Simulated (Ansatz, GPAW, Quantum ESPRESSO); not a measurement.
## Simulated XPS, UPS and emission spectra of ZnAu

What would valence photoemission of ZnAu look like, and what sets its shape?

Main program and level: Ansatz 0.2.0, Quantum ESPRESSO 7.5 and GPAW 26.7.0; DFT, PBEsol, plane-wave PAW, default files, scalar-relativistic, in the first sound run; inputs show where later runs differ.

### 1. The starting structure

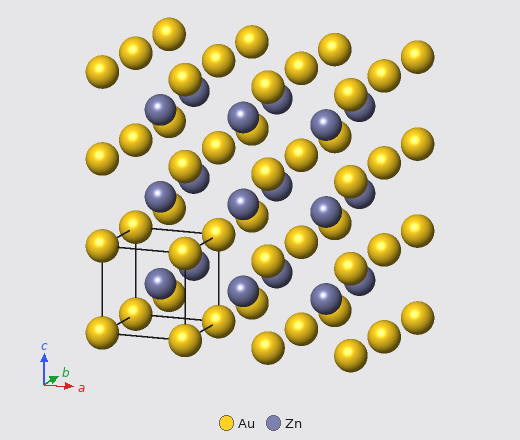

Start, viewed slightly off an axis; gold yellow, zinc blue. 3×2×3 cells are drawn. Some periodic images of atoms are drawn too.

### 2. Self-consistent run, DOS and bands

The base run gives the projected DOS, from which the spectra are built. The DOS is taken on a denser mesh than the density.

input.yaml

```yaml
crystal:
  lattice:
    - [3.147, 0.0, 0.0]
    - [0.0, 3.147, 0.0]
    - [0.0, 0.0, 3.147]
  atoms:
    - { symbol: Au, position: [0.0, 0.0, 0.0] }
    - { symbol: Zn, position: [0.5, 0.5, 0.5] }
kpoints:
  mp_grid: { grid: [12, 12, 12] }
  band_path:
    path:
      - [[0.0, 0.0, 0.0], [0.0, 0.5, 0.0], [0.5, 0.5, 0.0], [0.0, 0.0, 0.0], [0.5, 0.5, 0.5], [0.0, 0.5, 0.0]]
      - [[0.5, 0.5, 0.5], [0.5, 0.5, 0.0]]
    npoints: 15
scf:
  occupations: { method: fermi_dirac, width: 0.05 }
  n_extra_bands: 8
hamiltonian:
  xc: pbesol
  pseudopotentials: { kind: paw }
output:
  forces: true
  stress: true
  dos:
    projected: true
    de: 0.05
    e_range: [-30, 12]
    nscf_kmesh: { grid: [20, 20, 20] }
  fatbands: true
  write_density: true
  write_potential: true
  elf: true
  volumetric_format: npy
```

The run is started by

```
$ ansatz run input.yaml --threads 4 --pin off --max-ram 8192MiB --backend cpu --events-out ev --progress --plain --runs-dir out
```

Numbers of over 12 decimals in the logs are rounded to 6 here.

Output:

```text
scf.n_extra_bands = 8 over 16 filled bands (N_el = 31.0): the run solves 24 bands
Engine: ansatz 0.2.0, aarch64-unknown-linux-gnu
Pseudopotentials: kind: paw
Pseudopotential: Au, paw, valence charge 19, recommended cutoff 420 eV (normal), Au.paw.azcp
Pseudopotential: Zn, paw, valence charge 12, recommended cutoff 420 eV (normal), Zn.paw.azcp
Functional definition: PBEsol
  exchange = pbesol_x
  correlation = pbesol_c
Crystal: 2 atoms, lattice volume = 31.167 Å³
Basis set: ecut = 420 eV, 619 PW (Γ), exchange–correlation on 48×48×48 points (8 copies of the dense FFT grid, shifted against one another)
Bands: 24, of which v1, the nominal top of the filled ones, is band 16 counted from 1 (15 counted from 0)
Symmetry: 48 space group operations
Space group: Pm-3m (ITA 221), of the structure as read, at distance tolerance 3.1e-5 Å
k-points: 84 of 1728
Non-local potential: Au, projectors of the file, l = 0: 3, l = 1: 2, l = 2: 2, l = 3: 1
Non-local potential: Zn, projectors of the file, l = 0: 2, l = 1: 2, l = 2: 3, l = 3: 1
PAW form: soft (Blöchl's): semilocal exchange-correlation on the pseudo side does not see the compensation charge
PAW frozen core: Au, regenerated for the run's functional, and the local potential with it (the file was generated under x = pbe(κ = 0.804, μ = 0.219515), c = pbe(β = 0.066725))
PAW frozen core: Zn, regenerated for the run's functional, and the local potential with it (the file was generated under x = pbe(κ = 0.804, μ = 0.219515), c = pbe(β = 0.066725))
PAW one-centre angular grid: Au, 590 points (default); XC on 64 Gauss nodes
PAW one-centre angular grid: Zn, 590 points (default); XC on 64 Gauss nodes
Initial density: superposition of atomic densities (neutral atoms: chi_scale 0, normalization atom), corrected by the library's trained network
Initial wavefunctions: pseudopotential atomic-orbital guess
Functional: x = pbesol(κ = 0.804, μ = 0.123457), c = pbesol(β = 0.046)
SCF iter   1: F=—  HF=-16288.453806 eV  |F-HF|=—  |Δ(HF+E_count)|=         —  Δρ=4.89e-3  dr2=4.46e-3  ethr=1.77e-3  ⟨swp⟩=5.5  Hψ=8393  notcnv=0  defer=10
preconditioner: auto → none  [insulator: Δε(μ)=0.153 eV  Ē_g=17.003 eV  σ=0.050 eV  W_gap=0.55  n_scr=6 (ndim 8)  ℏωp=31.9 eV  f_vac=0.000  D(μ)=0.43/eV (n_scr^D=0)  ε∞_Penn≈4.5]
SCF iter   2: F=—  HF=-16288.453573 eV  |F-HF|=—  |Δ(HF+E_count)|=   2.33e-4  Δρ=1.72e-3  dr2=5.09e-4  ethr=1.44e-5  ⟨swp⟩=2.0  Hψ=4132  notcnv=0  defer=172
SCF iter   3: F=—  HF=-16288.453265 eV  |F-HF|=—  |Δ(HF+E_count)|=   3.08e-4  Δρ=8.29e-4  dr2=6.18e-5  ethr=1.64e-6  ⟨swp⟩=2.0  Hψ=2758  notcnv=0  defer=172
SCF iter   4: F=—  HF=-16288.453282 eV  |F-HF|=—  |Δ(HF+E_count)|=   1.75e-5  Δρ=3.45e-4  dr2=3.99e-5  ethr=1.99e-7  ⟨swp⟩=2.0  Hψ=3101  notcnv=0  defer=172
SCF iter   5: F=—  HF=-16288.453271 eV  |F-HF|=—  |Δ(HF+E_count)|=   1.15e-5  Δρ=3.90e-5  dr2=1.56e-7  ethr=1.29e-7  ⟨swp⟩=2.2  Hψ=2585  notcnv=0  defer=172
SCF iter   6: F=-16288.453271 eV  HF=-16288.453271 eV  |F-HF|=2.98e-10  |Δ(HF+E_count)|=   8.69e-8  Δρ=1.01e-5  dr2=1.72e-8  ethr=3.23e-10  ⟨swp⟩=10.6  Hψ=12100  notcnv=0
SCF 1 converged in 6 iterations: F = -16288.453271 eV  dr2 = 1.72e-8
  greatest PAW one-centre occupation: 1.001 electrons in one spin orbital (limit 2), on the Au atom at site 0 (counted from 0), in its partial waves of l = 0
NSCF: frozen V_eff on 92 k-points
NSCF: frozen V_eff on 286 k-points
SCF converged after 6 iterations
Free energy (F): -16288.453271 eV
Harris-Foulkes:  -16288.453271 eV  (|F-HF|=2.98e-10)
Internal energy: -16288.449730 eV  (E = F + TS)
E sigma→0 (E₀):  -16288.451500 eV
Entropy (-TS):   -0.003541 eV (-1.771 meV/atom)
Fermi energy:    16.919025 eV
--- Per-component energies (eV) ---
  E_band       = -171.827174
  E_kinetic    = 736.167094
  E_local      = -3253.853036  (includes V_loc(G=0)·N_el)
  E_nonlocal   = 690.570633
  E_hartree    = 1370.932100
  E_xc         = -363.158444
  E_vxc        = -328.327525  (∫ρ·V_xc dr)
  E_paw        = -11355.499938  (= ΣΔE_a)
  E_vpaw       = -758.249695  (= ΣTr[D̂ρ^β])
  E_aug_tail   = 0.000951  (compensation charges beyond the density's cutoff)
  E_ewald      = -4114.715922
  E_core_change = 1.106834  (= ΣΔE_core)
  E_smearing   = -0.003541  (= −TS)
  E_closure    = 0.000000  (closes the sum)
  Σ components = -16288.453271   (vs F -16288.453271, Δ=0.00e0)
--- Forces (eV/Å), atoms counted from 1 ---
  atom   1  Au    -0.00000000    -0.00000000    -0.00000000
  atom   2  Zn     0.00000000    -0.00000000     0.00000000
  max |Σ_I F_I| component: 1.60e-29 eV/Å
--- Stress (GPa, compression-positive) ---
       -2.406080      -0.000000       0.000000
        0.000000      -2.406080       0.000000
        0.000000       0.000000      -2.406080
  P = ⅓ Tr σ = -2.4061 GPa (-24.061 kbar)
--- Band table (eV; the first three rows and the last of 84) ---
  k-point 0: bands = [... 12 lower, 13.1655, 13.1655, 13.1655, 21.8161, 21.8161, 21.8161, 25.7097, 28.9470, ... 4 higher]
  k-point 1: bands = [... 12 lower, 13.0705, 13.0705, 13.1550, 20.8693, 22.0500, 22.0500, 26.2886, 28.8169, ... 4 higher]
  k-point 2: bands = [... 12 lower, 12.8254, 12.8254, 13.1259, 19.1195, 22.7115, 22.7115, 26.8856, 28.4737, ... 4 higher]
  k-point 83: bands = [... 12 lower, 13.8019, 13.8019, 18.2453, 20.4157, 20.5943, 20.5943, 20.5943, 22.7620, ... 4 higher]
```

Wall time 3.6 s (4 threads of Arm Neoverse V1, shared host); peak memory 0.39 GiB.

Numbers from this step:

```
free energy                                    : -16288.4533 eV
energy at zero smearing                        : -16288.4515 eV
smearing term TS                               : 0.003541 eV
Fermi energy                                   : 16.92 eV
symmetry operations                            : 48
pressure                                       : -2.406 GPa
zero of energy                                 : Fermi level
share of occupied states in no projected shell : 0.0296 of the occupied states in the window
DOS at the Fermi level                         : 0.493 states/eV/cell
```

The electronic bands at the labelled points (eV, zero at the Fermi level; # counts the bands kept):

```tsv
point	#8	#9	#10	#11	#12	#13	#14	#15
Γ	-5.40	-3.70	-3.70	-3.70	4.95	4.95	4.95	8.84
X	-5.46	-4.90	-4.90	-3.87	-2.35	10.37	11.10	11.10
M	-4.05	-4.05	-3.12	-2.02	-2.02	0.84	2.51	10.35
Γ	-5.40	-3.70	-3.70	-3.70	4.95	4.95	4.95	8.84
R	-6.43	-3.07	-3.07	1.38	3.55	3.73	3.73	3.73
X	-5.46	-4.90	-4.90	-3.87	-2.35	10.37	11.10	11.10
jump to R	-6.43	-3.07	-3.07	1.38	3.55	3.73	3.73	3.73
M	-4.05	-4.05	-3.12	-2.02	-2.02	0.84	2.51	10.35
```

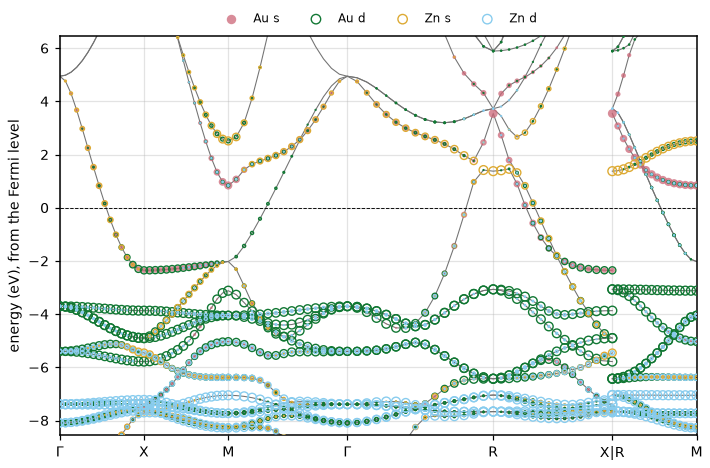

Electronic bands along the path; dots are coloured as in the legend, and their area grows with the weight.

The DOS has structure finer than the step of the table below, so its rows give means over 1 eV, whole bins alone (the curve runs from -12.1 to 12.0 eV). Peaks (eV: height): total -7.6: 15.6, -6.4: 3.75, -5.4: 5.82, -3.9: 6.50; Zn 3d -7.6: 14.1; Au 5d -6.4: 1.81, -5.4: 4.67, -4.6: 4.33, -3.9: 5.92; Au 6s -8.1: 0.484, -5.5: 0.310, -2.0: 0.249, 2.0: 0.188; Zn 4s -8.1: 0.300, -6.4: 0.512, -5.5: 0.126, 2.7: 0.279.

* holds the states left over by the projection beside any projected weight of its own, shared among the starred shells. The DOS by E, zero at the Fermi level; means over each step; values in states/eV/cell:

```tsv
E (eV)	total	Zn 3d	Au 5d	Au 6s	Zn 4s	Au 6p*	Zn 4p*
-11	0.00614	0	0	0.00348	0.00263	1.4e-5	9.4e-6
-10	0.142	8.1e-4	9.9e-4	0.0788	0.0607	6.5e-4	2.0e-4
-9	0.323	0.0258	0.0152	0.157	0.122	0.00204	5.0e-4
-8	6.59	5.35	0.737	0.267	0.219	0.0115	0.00788
-7	4.26	3.62	0.325	0.129	0.164	0.0118	0.00922
-6	2.01	0.399	1.30	0.109	0.159	0.0198	0.0184
-5	3.94	0.338	3.38	0.0904	0.0573	0.0391	0.0376
-4	3.57	0.191	3.17	0.0805	0.0838	0.0265	0.0253
-3	0.673	0.0193	0.445	0.0748	0.0788	0.0278	0.0272
-2	0.638	0.0131	0.234	0.199	0.0695	0.0615	0.0612
-1	0.577	0.00979	0.121	0.147	0.102	0.0986	0.0984
0	0.487	0.00585	0.0637	0.101	0.101	0.108	0.108
1	0.450	0.00431	0.0375	0.0972	0.109	0.101	0.101
2	0.645	0.00555	0.0459	0.168	0.207	0.109	0.109
3	0.786	0.00345	0.0426	0.107	0.212	0.211	0.210
4	0.699	0.00209	0.0223	0.0565	0.0966	0.261	0.261
5	0.719	0.00140	0.0137	0.0393	0.0467	0.309	0.309
6	0.780	0.00108	0.0103	0.0243	0.0216	0.361	0.361
7	0.838	8.5e-4	0.00803	0.0127	0.00969	0.403	0.403
8	0.782	6.3e-4	0.00505	0.00666	0.00465	0.383	0.383
9	0.760	4.5e-4	0.00340	0.00507	0.00420	0.374	0.374
10	0.855	3.9e-4	0.00236	0.00966	0.00951	0.416	0.416
11	0.920	4.2e-4	0.00130	0.0115	0.0123	0.447	0.447
```

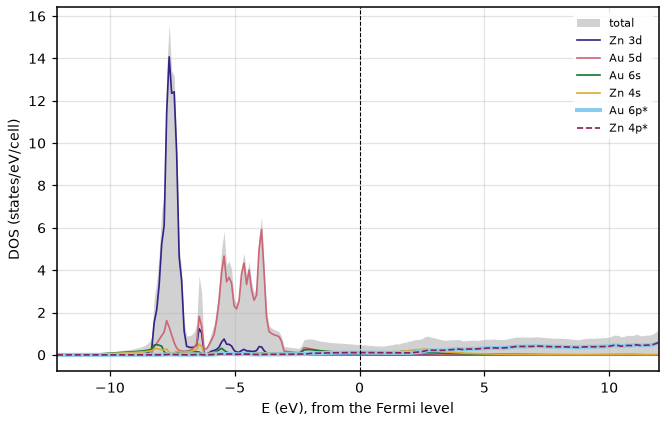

DOS against E.

Sums over each group's atoms; a table of it gives point samples, which can step over narrow peaks. DOS of the group against E, zero at the Fermi level; values in states/eV:

```tsv
E (eV)	Zn2: Zn 3d	Au1: Au 5d	Au1: Au 6s	Zn2: Zn 4s
-10.0	5.0e-4	6.8e-4	0.0801	0.0616
-7.5	12.4	0.852	0.0305	0.107
-5.0	0.246	2.67	0.0543	0.0321
-2.5	0.0125	0.105	0.0734	0.0591
0.0	0.00581	0.0630	0.100	0.101
2.5	0.00466	0.0521	0.149	0.262
5.0	0.00136	0.0135	0.0400	0.0459
7.5	7.4e-4	0.00631	0.00903	0.00644
10.0	3.8e-4	0.00239	0.00948	0.00929
```

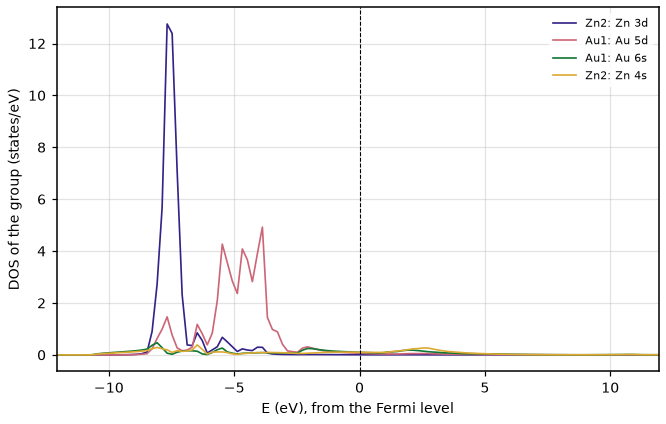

DOS of the group, plotted against E.

This run's widths, added to any smearing of the DOS itself: Gaussian 0.2 eV, Lorentzian 0.2 eV. Intensity against binding energy, zero at the Fermi level; values in % of the maximum within 13 eV:

```tsv
binding energy (eV)	21.2 eV	100 eV	1486.7 eV	5950 eV
-1	0.353	0.0972	0.310	0.374
0	1.90	0.337	1.59	2.36
1	4.71	0.815	4.01	5.94
2	8.73	1.51	7.41	10.4
3	12.7	2.29	10.5	13.6
4	97.5	17.2	78.8	97.5
5	73.3	13.9	59.5	72.8
6	24.8	6.87	21.7	25.0
7	17.5	23.8	26.1	13.0
8	35.3	43.4	50.0	27.6
9	2.27	2.08	3.47	3.82
10	0.800	0.642	1.29	1.72
11	0.381	0.299	0.463	0.392
12	-	0.182	0.286	0.235
```

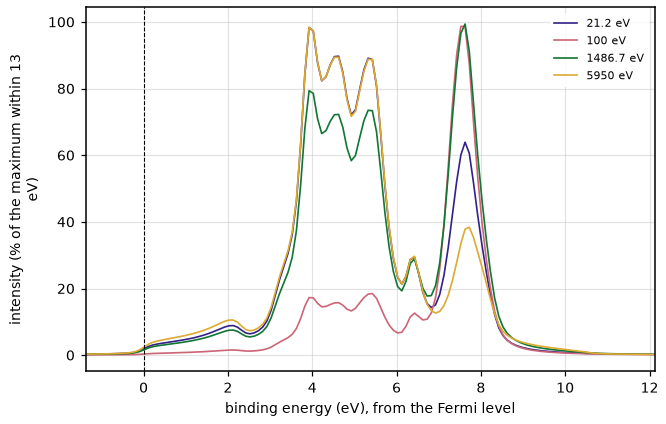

Intensity against binding energy.

Maxima picked by a test of local sharpness, so broad peaks and shoulders can be missing; peaks within 0.45 eV of a curve's cut are left out. Valence peaks, by row:

```tsv
photon energy (eV)	binding energy (eV)	height (% of the maximum within 13 eV)	main shell	its share (%)
21.2	7.65	64.06	Zn 3d	57.35
21.2	6.4	30.18	Au 5d	87.58
21.2	5.35	89.67	Au 5d	97.05
21.2	4.6	90.22	Au 5d	98.51
21.2	3.95	100	Au 5d	98.6
21.2	2.1	8.926	Au 5d	90.59
100	7.6	100	Zn 3d	96.04
100	6.4	12.68	Zn 3d	67.05
100	5.4	18.62	Au 5d	70.44
100	4.6	15.83	Au 5d	84.76
100	3.95	17.61	Au 5d	84.5
1487	7.6	100	Zn 3d	78.88
1487	6.4	29.4	Au 5d	71.02
1487	5.4	74.08	Au 5d	92.68
1487	4.6	72.65	Au 5d	96.64
1487	3.95	80.73	Au 5d	96.48
1487	2.1	7.577	Au 5d	84.31
5950	7.7	38.82	Au 5d	70.69
5950	6.4	30.35	Au 5d	86.75
5950	5.4	89.51	Au 5d	96.73
5950	4.6	89.93	Au 5d	98.46
5950	3.95	100	Au 5d	98.23
5950	2.1	10.61	Au 5d	75.95
```

The intensity has structure finer than the step of the table below, so its rows give means over 1 eV, whole bins alone (the curve runs from -12.1 to 1.38 eV). Peaks (eV: height): Au L-beta5 -4.7: 100.0; Zn L-alpha -7.5: 99.5.

Shapes are the site's partial DOS without matrix elements, which overweights lines from ligand s bands. The intensity by emission energy less the core level's binding energy, zero at the Fermi level; means over each step; values in % of the unpolarised maximum:

```tsv
emission energy less the core level's binding energy (eV)	Au L-beta5	Zn L-alpha
-11	21.4	1.40
-10	29.0	2.89
-9	40.0	9.80
-8	54.4	62.8
-7	71.5	52.9
-6	88.6	12.2
-5	98.8	6.84
-4	94.7	3.92
-3	78.2	1.55
-2	58.7	0.868
-1	42.6	0.593
0	30.9	0.389
```

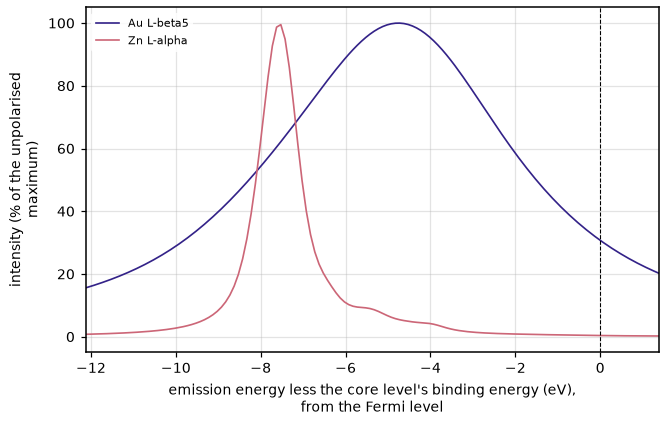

Intensity against emission energy less the core level's binding energy.

Sums over each group's atoms; left-over states aren't shared out by site. Site centres, by row:

```tsv
group	element	shell	occupied states	centre of occupied part (eV)	centre up to the window's top (eV)
Au1	Au	6s	1.391	-5.381	-2.891
Au1	Au	5d	9.77	-4.88	-4.707
Zn2	Zn	4s	1.17	-5.731	-2.242
Zn2	Zn	3d	9.973	-7.338	-7.313
```

Window up to 12.0 eV. Shell moments, by row:

```tsv
element	shell	occupied states an atom	centre of occupied part (eV)	rms width of occupied part (eV)	centre up to the window's top (eV)	rms width up to the window's top (eV)
Au	6s	1.391	-5.381	3.088	-2.891	4.805
Au	6p*	0.3534	-2.624	2.242	6.494	4.119
Au	5d	9.77	-4.88	1.363	-4.707	1.806
Zn	4s	1.17	-5.731	2.862	-2.242	4.979
Zn	3d	9.973	-7.338	0.8346	-7.313	0.9834
Zn	4p*	0.3398	-2.467	2.1	6.538	4.054
```

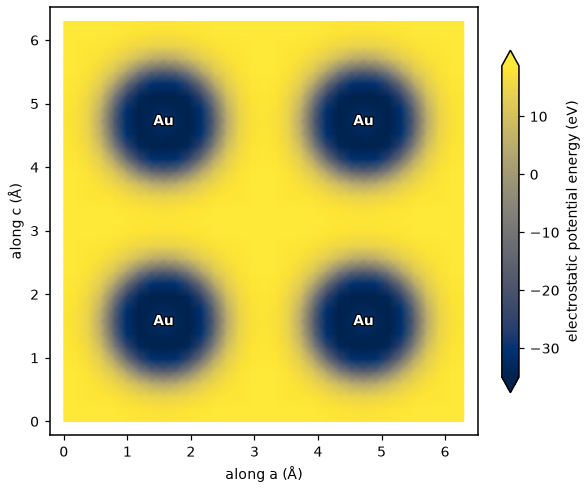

Electrostatic potential energy in the ac plane at fractional y = 0.000, with atoms of Au within 0.2 Å of it. With pseudopotentials it is smooth inside the atoms' cores, unlike the true potential. The map starts off the cell's origin, so that atoms lie inside it.

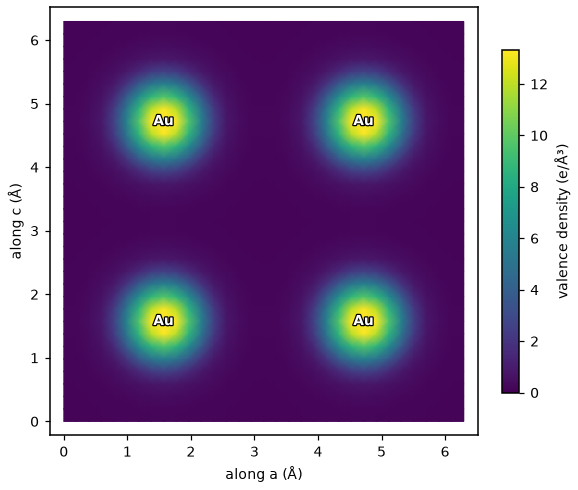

Valence density in the ac plane at fractional y = 0.000, with atoms of Au within 0.2 Å of it. It is the smooth field of the valence electrons, not physical close to the nuclei. The map starts off the cell's origin, so that atoms lie inside it.

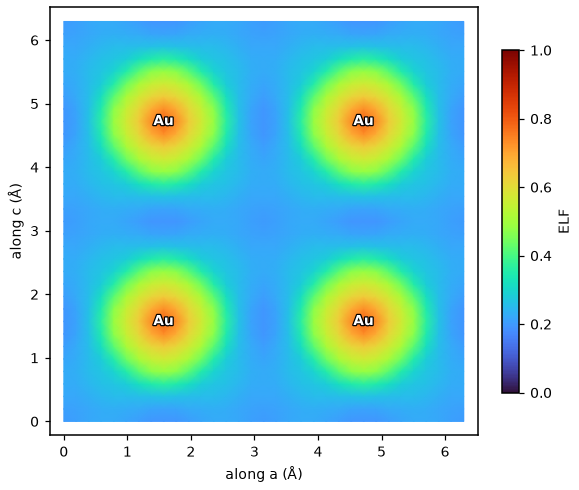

ELF in the ac plane at fractional y = 0.000, with atoms of Au within 0.2 Å of it. It is the smooth field of the valence electrons, not physical close to the nuclei. The map starts off the cell's origin, so that atoms lie inside it.

The spectra weight each projected shell by its atomic cross section (Dirac–Hartree–Slater) and angular factor, for linear light with the analyser at 0° from the polarisation. Broadening, on top of any smearing of the DOS itself: a Gaussian of 0.2 eV and a Lorentzian of 0.2 eV plus 0 times the binding energy (full widths), Fermi edge at 20 K. Curves are cut 10 eV under the photon energy, above any shell that the free atom's threshold puts out of reach, or at the lower edge of the window: 11.2 eV at 21.2 eV, 12.2 eV at 100 eV, 12.2 eV at 1486.7 eV and 12.2 eV at 5950 eV. A star in tables and legends marks shells that hold the states left over by the projection (3.0 % of the filled ones), a stand-in for orbitals that the files don't project on. Dipole terms alone, which is rough above 3 keV; no background, satellites or final-state effects.

Share of each shell in the spectrum's area (%), by photon energy:

```tsv
shell	21.2 eV	100 eV	1486.7 eV	5950 eV
Au 6s	0.6	0.2	1.4	4.3
Au 5d	85.3	28.1	69.1	88.7
Zn 4s	0.2	0.5	1.8	3.3
Zn 3d	12.9	71.2	27.5	3.4
```

Cross sections used, in Mb an electron:

```tsv
shell	21.2 eV	100 eV	1486.7 eV	5950 eV
Au 6s	0.081	0.0087	2.8e-4	2.6e-5
Au 5d	3.0	0.18	0.0024	9.5e-5
Zn 4s	0.018	0.026	4.0e-4	2.2e-5
Zn 3d	0.39	0.78	0.0011	5.4e-6
```

The DOS is smeared over a finite mesh, so a small value at the Fermi level depends on both. At the Fermi level the DOS is 0.49 states/eV a cell.

(Part 1 of 8 ends here.)

[Logs are printed without paths, hosts, clocks, repeated set-up lines and the standing remarks that a program may print on its own settings, such as how far it seeks lower states.]

[Hosts, paths, dates, database ids (printed as entryN), source tags and the programs' standing remarks are cut or masked in the printed files.]

[Maps of the electrostatic potential energy from Ansatz leave out the sawtooth potential of an applied field or a dipole correction, so their vacuum need not be flat; work functions include it.]

[Peak lists hold at most the 14 tallest peaks of each spectrum; further lines can be left out.]
